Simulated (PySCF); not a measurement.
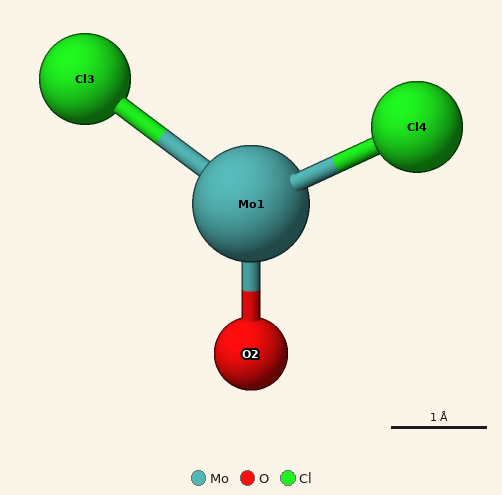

Fig. 1: The structure as given in the input (ball-and-stick view, seen at a tilt; atoms are numbered from 1 in the order of the input). Sticks mark near contacts. Bond lengths as drawn: Cl–Mo 2.26 Å and Mo–O 1.64 Å.

**Frequency calculation of MoOCl$_{2}$**

- system: MoOCl$_{2}$
- method: UKS-based PBE0, Mo def2-TZVP with ECP28, O def2-TZVP, Cl def2-TZVP; non-relativistic Hamiltonian with a scalar-relativistic core potential; density fitting (PySCF 2.14.0)

**Output**
```
init E= -1063.62789751105
  alpha nocc = 28  HOMO = -0.274018312152197  LUMO = -0.135127978423403
  beta  nocc = 28  HOMO = -0.274017833859716  LUMO = -0.135127978423403
  HOMO = -0.27401783386  LUMO = -0.135127978423  gap/eV = 3.77939
cycle= 1 E= -1063.62789751105  delta_E= 2.27e-12  |g|= 4.05e-06  |ddm|= 3.99e-06
  alpha nocc = 28  HOMO = -0.274018825522279  LUMO = -0.135128576577773
  beta  nocc = 28  HOMO = -0.274018355315749  LUMO = -0.135128576577773
  HOMO = -0.274018355316  LUMO = -0.135128576578  gap/eV = 3.77938
Extra cycle  E= -1063.62789751101  delta_E= 4.32e-11  |g|= 1.08e-05  |ddm|= 8.31e-06
converged SCF energy = -1063.62789751101  <S^2> = 0.94423997  2S+1 = 2.1856257
```

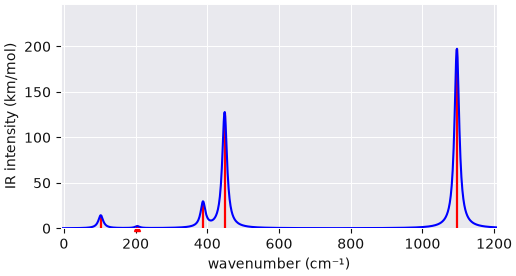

Fig. 2: Harmonic infrared spectrum, unscaled: sticks (degenerate modes added up, dark ones marked on the axis) with a Lorentzian envelope of 16 cm⁻¹ full width, scaled to the tallest stick. 6 modes from 103 to 1096 cm⁻¹, none imaginary. The strongest line is at 1096 cm⁻¹ (197 km/mol). All modes, in cm⁻¹ (km/mol): 103 (12.6), 103 (1.6), 205 (2.1), 388 (27), 448 (127), 1096 (197).

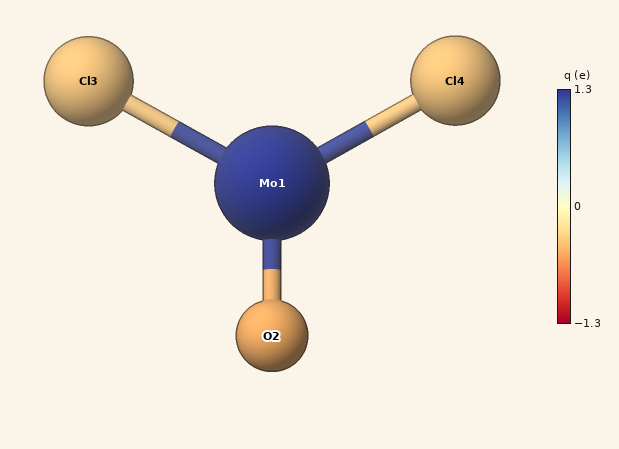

Fig. 3: Mulliken charges, as the colour of each atom (ball-and-stick view, seen on its broad side; atoms are numbered from 1 in the order of the input; Mulliken charges depend strongly on the basis). By element: Mo +1.25, O −0.49 and Cl −0.38 e.

This output came from the following input.

**Input file**
```python
from pyscf import gto, scf, dft
mol = gto.M(atom='''
Mo    -0.227743     0.000007    -0.157204
O     -1.579485     0.000050    -1.090266
Cl    -0.436030    -0.000022     2.088649
Cl     1.798328    -0.000021    -1.148300''',
    basis={'Mo': 'def2-TZVP', 'O': 'def2-TZVP', 'Cl': 'def2-TZVP'},
    ecp={'Mo': 'def2-TZVP'},
    charge=0, spin=0)
mf = dft.UKS(mol, xc='PBE0')
mf.grids.atom_grid = (75, 302)
aux = {'Mo': 'def2-universal-JKFIT', 'O': 'def2-universal-JKFIT', 'Cl': 'def2-universal-JKFIT'}
mf = mf.density_fit(auxbasis=aux)
mf.conv_tol = 1e-09
mf.diis_space = 10
mf.max_cycle = 60
mf.verbose = 4
mf.kernel()
```

The script is an equivalent of the set-up of the self-consistent field. The run itself was carried out by a driver, which started from the orbitals of the step before it where there was one and computed the further properties.

Launch command:
```bash
OMP_NUM_THREADS=4 python axn.py task.json out
```

**Results in brief**

```tsv
quantity	value
outcome	converged
total energy	−1063.627898 hartree
⟨S²⟩	0.944
HOMO	−7.46 eV
LUMO	−3.68 eV
zero-point energy	0.005336 hartree
dipole moment	0.13 D
wavenumbers, lowest and highest	103 and 1096 cm⁻¹
hardware	4 threads of Arm Neoverse V2, 24 GiB of memory available, shared host
wall time	98 s (CPU time 5.3 min)
peak memory	1.8 GiB
```

**Notes**

Checks after the run noted: the SCF density has lower symmetry than the nuclear frame; spin contamination. ⟨S²⟩ is 0.94 against 0.00 for a pure state: the solution is spin-contaminated.
